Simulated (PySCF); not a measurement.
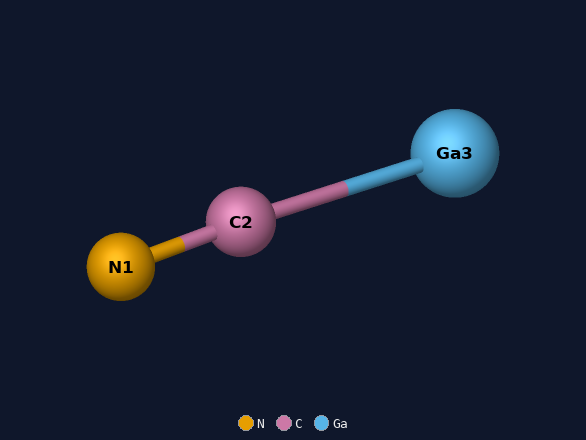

Computed geometry: PBE0-D3(BJ)/def2-SVP optimisation. No frequency run is at hand to confirm it as a minimum. Level of theory: delta-SCF UKS SCAN, pcX-2 on the ionised atom, pcseg-1 elsewhere, spin-free X2C (PySCF 2.14.0).

Give the core-electron binding energies (to vacuum) of N1 1s, C2 1s.

```json
{"atom": "N1", "level": "1s", "binding energy (eV)": "404.8"}
{"atom": "C2", "level": "1s", "binding energy (eV)": "290.9"}
```
